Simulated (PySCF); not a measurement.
**YbH3(H2O): other functionals and bases at one geometry**

Aim: see how levels, charges and forces of YbH3(H2O) depend on the level of theory. It is a constructed species; whether it can be made isn't addressed.

Computed with PySCF 2.14.0. Level: several levels, as the steps say, no spin–orbit coupling.

1 further run of the same task is left out (for a known fault of the program).

## Step 1: The starting structure

7 atoms, charge 0, spin multiplicity 1.

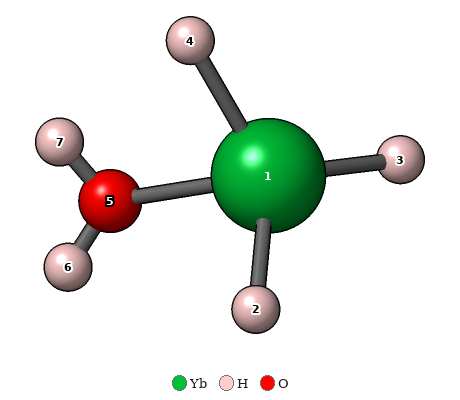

The structure; ytterbium green, hydrogen pink, oxygen red; atoms are numbered from 1 in the order of the file.

As a file:

```xyz
7
charge 0, multiplicity 1
Yb    0.1147   -0.1243    0.1323
H     1.1488    1.3223    1.0177
H    -0.9823   -1.3163    1.2753
H     0.7854   -0.8231   -1.6155
O    -1.1770    1.2260   -1.2358
H    -1.3575    2.1723   -1.1582
H    -0.9527    1.0406   -2.1617
```

Formal oxidation states: Yb +3. Each metal's 13 4f electrons lie in its core potential, so multiplicities, spins and levels count the valence alone. An earlier session relaxed this geometry at PBE0, Yb lcecp-1-SVP with ECP59, H def2-SVP, O def2-SVP (singlet, point group C1).

At PBE0 on the finer grid: E = -117.435815 Eh, HOMO -6.42 eV, LUMO -0.60 eV, Mulliken charge on Yb1 +0.53 e, largest force component 0.006 eV/Å. 

Levels to run: BLYP; wB97X; PBE0, TZVP. Hardware: 2 threads of Arm Neoverse V2, shared host.

## Step 2: BLYP

File run.py (the lines that set the calculation):

```python
mol = gto.M(atom='''
Yb     0.11469    -0.12430     0.13229
H      1.14881     1.32226     1.01774
H     -0.98231    -1.31630     1.27535
H      0.78538    -0.82314    -1.61549
O     -1.17699     1.22603    -1.23581
H     -1.35746     2.17229    -1.15822
H     -0.95271     1.04057    -2.16173''',
    basis={'Yb': 'lcecp-1-SVP', 'H': 'def2-SVP', 'O': 'def2-SVP'},
    ecp={'Yb': 'lcecp-1-SVP'},
    charge=0, spin=0)
mf = dft.RKS(mol, xc='BLYP')
mf.grids.atom_grid = (75, 302)  # f atoms: unpruned, at least (60, 302)
mf = mf.density_fit()  # fitting sets: Yb AutoAux, H def2-universal-JKFIT, O def2-universal-JKFIT
mf.conv_tol = 1e-08; mf.max_cycle = 55
mf.kernel(dm0)  # dm0: the density of the relaxed state
```

Command:

```bash
$ OMP_NUM_THREADS=2 python run.py
```

## Step 3: wB97X

run.py (the lines that set the calculation), as its differences from that of step 2:

```diff
@@ -11,3 +11,3 @@
     charge=0, spin=0)
-mf = dft.RKS(mol, xc='BLYP')
+mf = dft.RKS(mol, xc='WB97X')
 mf.grids.atom_grid = (75, 302)  # f atoms: unpruned, at least (60, 302)
```

## Step 4: PBE0, TZVP

Basis: Yb lcecp-1-TZVP with ECP59, H def2-TZVP, O def2-TZVP. 

File run.py (the lines that set the calculation):

```python
mol = gto.M(atom='''
Yb     0.11469    -0.12430     0.13229
H      1.14881     1.32226     1.01774
H     -0.98231    -1.31630     1.27535
H      0.78538    -0.82314    -1.61549
O     -1.17699     1.22603    -1.23581
H     -1.35746     2.17229    -1.15822
H     -0.95271     1.04057    -2.16173''',
    basis={'Yb': 'lcecp-1-TZVP', 'H': 'def2-TZVP', 'O': 'def2-TZVP'},
    ecp={'Yb': 'lcecp-1-TZVP'},
    charge=0, spin=0)
mf = dft.RKS(mol, xc='PBE0')
mf.grids.atom_grid = (75, 302)  # f atoms: unpruned, at least (60, 302)
mf = mf.density_fit()  # fitting sets: Yb AutoAux, H def2-universal-JKFIT, O def2-universal-JKFIT
mf.conv_tol = 1e-08; mf.max_cycle = 55
mf.kernel(dm0)  # dm0: free metal ions and neutral atoms
```

**Question.** What will these runs give? Wanted: for each run, HOMO; gap; charge on Yb1; dipole; largest force.

The runs gave:

| level | state | HOMO (eV) | gap (eV) | charge on Yb1 (e) | dipole (D) | largest force (eV/Å) | basis functions | time |
| --- | --- | --- | --- | --- | --- | --- | --- | --- |
| PBE0 (relaxed here) | singlet | -6.42 | 5.82 | 0.53 | 5.33 | 0.01 | 72 | 8 s |
| BLYP | singlet | -5.10 | 3.55 | 0.31 | 5.30 | 0.63 | 72 | 3 s |
| wB97X | singlet | -8.92 | 10.24 | 0.49 | 5.44 | 0.08 | 72 | 3.3 s |
| PBE0, TZVP | singlet | -6.47 | 5.58 | 0.73 | 5.21 | 0.23 | 108 | 9.3 s |

Times are on 2 threads of Arm Neoverse V2, shared host; the first row also made further properties.

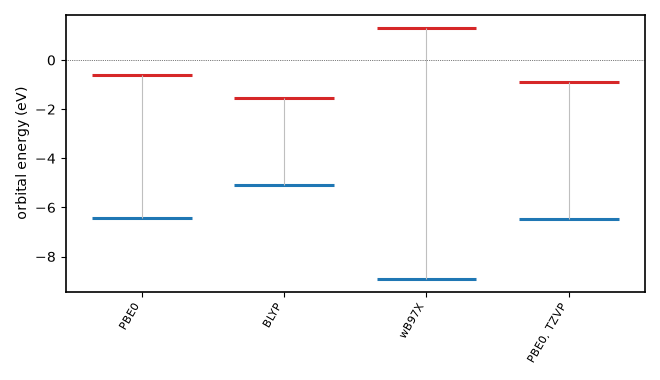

Highest filled and lowest empty level, method by method.

In one basis the HOMO–LUMO gap runs from 3.55 eV (BLYP) to 10.24 eV (wB97X). The largest leftover force, 0.63 eV/Å with BLYP, stands at a geometry relaxed at another level. The Mulliken charge on Yb spans +0.31 to +0.73 e over the levels. With 4f in the core, its levels are missing from HOMO and gap. Total energies of different levels can't be compared. Spin–orbit coupling is left out throughout.
